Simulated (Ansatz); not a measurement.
A series of calculations on Si₂H₅OCl₃

Part 1: Relaxation

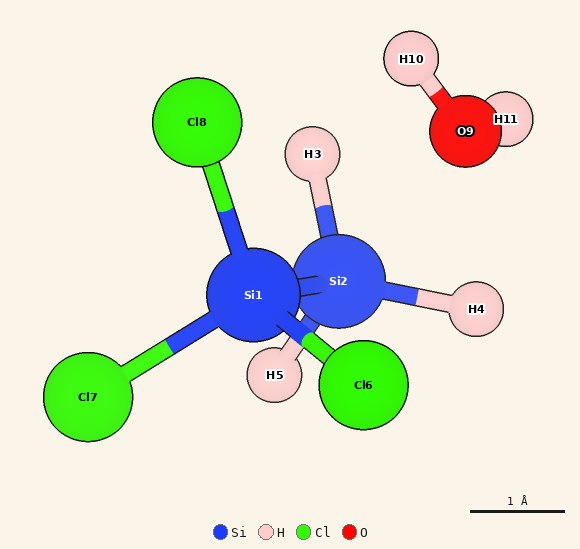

Si₂H₅OCl₃, before the relaxation. A ball-and-stick model, seen from a free direction.

The run prepares an end point of a later path (reaction) calculation, from a guessed geometry.

Level of theory: RKS PBE/def2-SVP (Ansatz 0.2.0).

The input:
```yaml
crystal:
  periodic: [false, false, false]
  atoms:
    - { symbol: Si, position_ang: [-0.004752, 0.286844, 0.033998] }
    - { symbol: Si, position_ang: [0.026086, 0.097864, 2.283499] }
    - { symbol: H, position_ang: [-1.085672, -0.820407, 2.719021] }
    - { symbol: H, position_ang: [1.343716, -0.361307, 2.842988] }
    - { symbol: H, position_ang: [-0.265599, 1.457192, 2.867626] }
    - { symbol: Cl, position_ang: [1.86413, 0.27179, -0.857264] }
    - { symbol: Cl, position_ang: [-0.894236, 2.117254, -0.44218] }
    - { symbol: Cl, position_ang: [-1.218012, -1.140604, -0.910968] }
    - { symbol: O, position_ang: [0.817599, -2.278124, 1.060197] }
    - { symbol: H, position_ang: [-0.02371, -2.675896, 0.757339] }
    - { symbol: H, position_ang: [0.825651, -2.434305, 2.036445] }
basis:
  gaussian: { orbitals: def2-SVP }
hamiltonian:
  xc: pbe
relax:
  f_tol: 0.03
  max_steps: 50
output:
  orbitals: {}
```

Command:
```bash
ansatz run input.yaml --threads 4 --pin off --max-ram 5120MiB --backend cpu --events-out ev --progress --plain --runs-dir out
```

What does the optimiser find from here?

H11 moves most after the best rigid fit: 0.48 Å. By element the largest moves are H 0.48 Å, O 0.16 Å, Cl 0.12 Å, Si 0.10 Å. Some distances before and after: Si1–Si2 2.258 → 2.353 Å, O9–H11 0.989 → 0.975 Å, Si1–Cl7 2.090 → 2.080 Å, Si2–H4 1.503 → 1.498 Å. Among the angles between lasting bonds that change: Si1–Si2–H4 114.1° → 111.9°, Si2–Si1–Cl7 107.8° → 110.0°. Over 8 accepted moves (11 points after the start) the energy falls by 0.112 eV. Largest force component: 1.2 eV/Å at the start, 0.0085 eV/Å at the end. The line search rejected the trial steps at points 2, 8, 10 of the run. The forces were under the threshold at step 7, but the run went on from there.

Final geometry:

```xyz
11

Si   -0.0279    0.3669    0.0006
Si    0.0288    0.1733    2.3446
H    -1.0365   -0.7820    2.8047
H     1.3890   -0.2121    2.8407
H    -0.3146    1.5378    2.8882
Cl    1.8485    0.3185   -0.8731
Cl   -0.9319    2.1603   -0.5425
Cl   -1.1968   -1.1395   -0.8857
O     0.8400   -2.3794    1.1851
H     0.0741   -2.6258    0.6270
H     0.7125   -2.8976    2.0011
```

The end point in the same view:

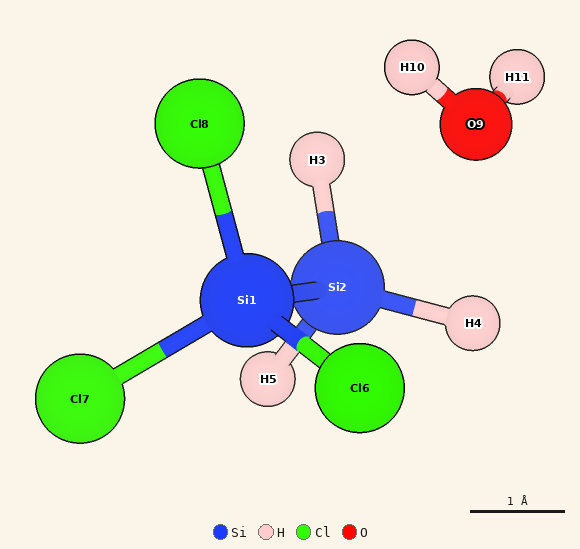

Limits of the set-up: the start holds two separate molecules, 2.3 Å apart at their closest, whose relative position is a soft coordinate and is computed without a dispersion correction.

Part 2: Relaxation

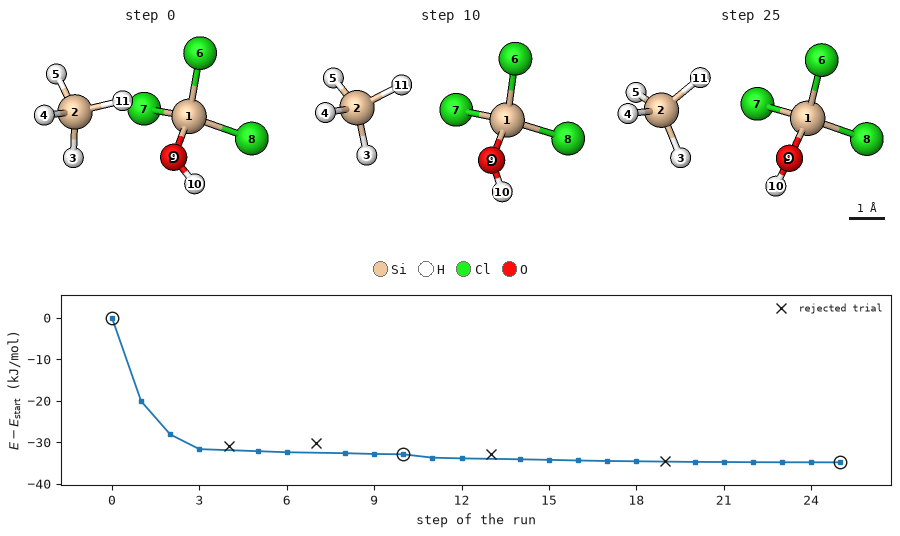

Frames of a relaxation of Si2H5OCl3, marked on the history of the run. The picture is a ball-and-stick view, seen at a tilt.

The run prepares an end point of a later path (reaction) calculation, from a guessed geometry.

The calculation used RKS PBE/def2-SVP in Ansatz.

The input:
```yaml
crystal:
  periodic: [false, false, false]
  atoms:
    - { symbol: Si, position_ang: [0.001113, -0.616989, -0.412927] }
    - { symbol: Si, position_ang: [0.35204, 0.016533, 2.953029] }
    - { symbol: H, position_ang: [-0.992809, -0.642244, 2.993559] }
    - { symbol: H, position_ang: [1.117047, -0.398507, 4.184226] }
    - { symbol: H, position_ang: [0.198453, 1.511817, 2.977041] }
    - { symbol: Cl, position_ang: [1.834736, 0.25254, -0.727585] }
    - { symbol: Cl, position_ang: [-1.348543, 0.798521, 0.235626] }
    - { symbol: Cl, position_ang: [-0.70988, -1.294332, -2.240709] }
    - { symbol: O, position_ang: [0.112552, -1.972335, 0.558878] }
    - { symbol: H, position_ang: [-0.298009, -2.732243, 0.102902] }
    - { symbol: H, position_ang: [1.1185, -0.402461, 1.76666] }
basis:
  gaussian: { orbitals: def2-SVP }
hamiltonian:
  xc: pbe
relax:
  f_tol: 0.03
  max_steps: 50
```

Launched with:
```bash
ansatz run input.yaml --threads 4 --pin off --max-ram 5120MiB --backend cpu --events-out ev --progress --plain --runs-dir out
```

**Describe the path.**

The largest move after the best rigid fit is that of H11, 0.93 Å. Largest moves by element: H 0.93 Å, Cl 0.66 Å, Si 0.54 Å, O 0.47 Å. Some distances before and after: Si2–Cl7 3.300 → 3.869 Å, Si2–H11 1.473 → 1.501 Å, Si1–O9 1.671 → 1.652 Å, Si1–Cl8 2.075 → 2.060 Å. Bond angles that change, for instance: Si1–O9–H10 109.4° → 116.1°, Cl8–Si1–O9 105.7° → 111.9°, Cl6–Si1–O9 111.9° → 106.3°. Groups turn about Si1–O9 by about 65°. Over 21 accepted moves (25 points after the start) the energy falls by 34.8 kJ/mol. The largest force component goes from 0.92 to 0.021 eV/Å. The line search rejected the trial steps at points 4, 7, 13, 19 of the run. The forces were under the threshold at step 6, but the run went on from there. The run took 45 s on 4 threads of Arm Neoverse V1, on a shared host, peak memory 0.2 GiB. From step 0 to 10: H11 moves most (0.77 Å), energy −32.9 kJ/mol. From step 10 to 25: H10 moves most (0.80 Å), energy −1.94 kJ/mol.

```
step  E − E(0), kJ/mol  largest force component, eV/Å      note
   0              0.00                         0.9162          
   1            -20.08                         0.2921          
   2            -28.09                         0.4842          
   3            -31.62                         0.2901          
   4            -30.95                         0.6689  rejected
   5            -32.11                         0.0846          
   6            -32.38                         0.0232          
   7            -30.24                         1.1086  rejected
   8            -32.60                         0.0420          
   9            -32.79                         0.2422          
  10            -32.87                         0.3217          
  11            -33.68                         0.0776          
  12            -33.85                         0.1055          
  13            -32.80                         0.9538  rejected
  14            -34.07                         0.0692          
  15            -34.21                         0.2256          
  16            -34.36                         0.1815          
  17            -34.48                         0.0643          
  18            -34.55                         0.2290          
  19            -34.46                         0.2345  rejected
  20            -34.71                         0.0616          
  21            -34.72                         0.0813          
  22            -34.77                         0.0356          
  23            -34.79                         0.0523          
  24            -34.80                         0.0480          
  25            -34.81                         0.0206
```

Limits of the set-up: the start holds two separate molecules, 2.2 Å apart at their closest, whose relative position is a soft coordinate and is computed without a dispersion correction.

Part 3: Path

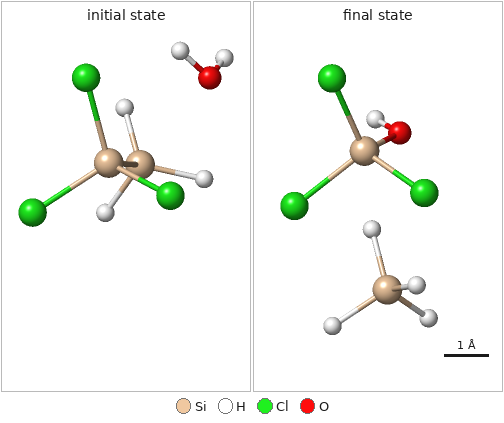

The two relaxed end points of a path for Si2H5OCl3, made up at the start of Si2H3Cl3 and H$_{2}$O. A ball-and-stick model, seen from a free direction.

Computed with RKS PBE/def2-SVP (Ansatz).

Set-up: 9 movable images; climbing image; force threshold 0.03 eV/Å; iteration limit 60.

Start:
```xyz
11

Si   -0.0292    0.3671    0.0009
Si    0.0260    0.1724    2.3448
H    -1.0372   -0.7859    2.8035
H     1.3867   -0.2096    2.8419
H    -0.3215    1.5358    2.8888
Cl    1.8481    0.3240   -0.8712
Cl   -0.9374    2.1583   -0.5421
Cl   -1.1934   -1.1420   -0.8872
O     0.8449   -2.3775    1.1848
H     0.0802   -2.6257    0.6260
H     0.7180   -2.8965    2.0005
```

End:
```xyz
11

Si   -0.0702   -0.7263   -0.9319
Si    0.5337    0.0143    3.3667
H    -0.5280   -0.9795    2.9854
H     1.2028   -0.4478    4.6313
H    -0.1013    1.3558    3.6020
Cl    1.9100   -0.3172   -1.2523
Cl   -1.0066    0.9018   -0.0693
Cl   -1.0026   -1.0994   -2.7306
O    -0.1170   -2.0397    0.0697
H    -0.9874   -2.2577    0.4510
H     1.5520    0.1161    2.2685
```

Question: Predict the minimum-energy path and its barrier.

Answer: Forward barrier 1.63 eV, backward barrier 2.38 eV, with image 4 at the top; the reaction energy is −0.75 eV. Image 9 lies below both ends, at −0.77 eV, which points to an intermediate minimum that so few images don't resolve. Breaking: O9–H11 (0.98 → 1.16 at the top → 3.50 Å), Si1–Si2 (2.35 → 2.71 at the top → 4.40 Å). Forming: Si1–O9 (3.11 → 1.84 at the top → 1.65 Å), Si2–H11 (3.16 → 1.93 at the top → 1.50 Å). The band converged in 55 iterations, with a climbing image at the top. At the top, the vibrational analysis gives one imaginary mode (1032i cm⁻¹), as a transition state must have.

Energies of the converged images:

```csv
image,path (Å),E (eV)
0,0.00,0.000
1,1.53,0.005
2,3.06,-0.011
3,4.59,0.543
4,6.11,1.626
5,8.04,-0.691
6,9.96,-0.749
7,11.88,-0.755
8,13.80,-0.757
9,15.73,-0.772
10,17.65,-0.750
```

The geometry at the top of the path:

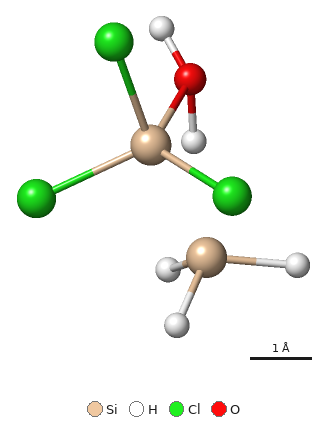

Limits of the set-up: the start holds two separate molecules, 2.5 Å apart at their closest, whose relative position is a soft coordinate and is computed without a dispersion correction.

The run took 13 min on 4 threads of Arm Neoverse V1 (shared host), peak memory 0.2 GiB.
